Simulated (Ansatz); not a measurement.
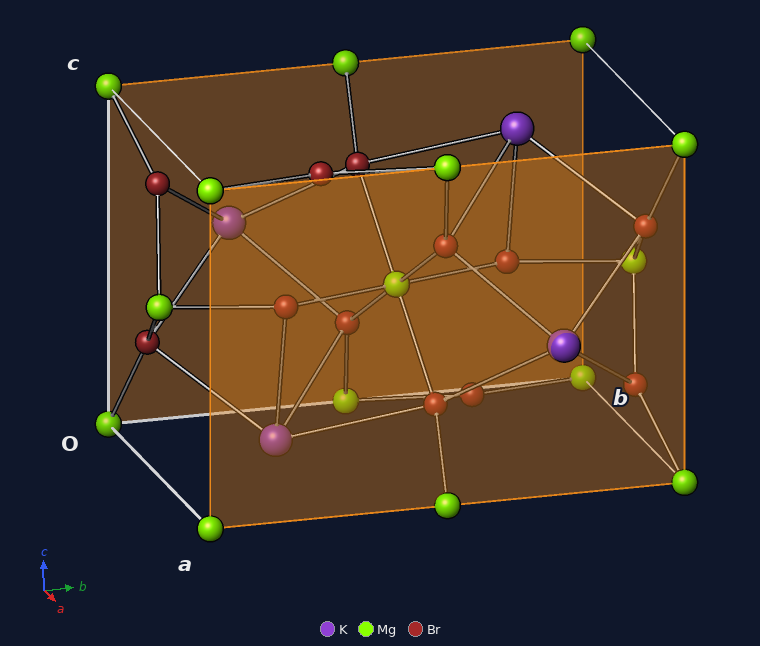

Crystal: KMgBr3, the geometry relaxed with DFT, PBEsol, plane waves, PAW (Ansatz 0.2.0); the starting structure was generated, so it need not be a known form of this composition. Every member of one family of equally spaced planes, hx + ky + lz = a whole number, that cuts the unit cell is shaded (one member passes through the origin O). The drawing is computed from the coordinates (standard cell, symmetry found to 0.002 Å).

a = 7.245 Å, b = 10.413 Å, c = 7.477 Å, α = 90.00°, β = 90.00°, γ = 90.00°.

Q: Which (hkl) family is drawn?

A: (1 0 0); the opposite sign names the same planes. The member next to the origin meets the axes a at 1, b never, c never.

Q: What is the spacing?

A: d = 7.245 Å.

Q: Which atoms of the cell lie in these planes (within 0.03 Å)?

A: 2 of the 4 Mg.
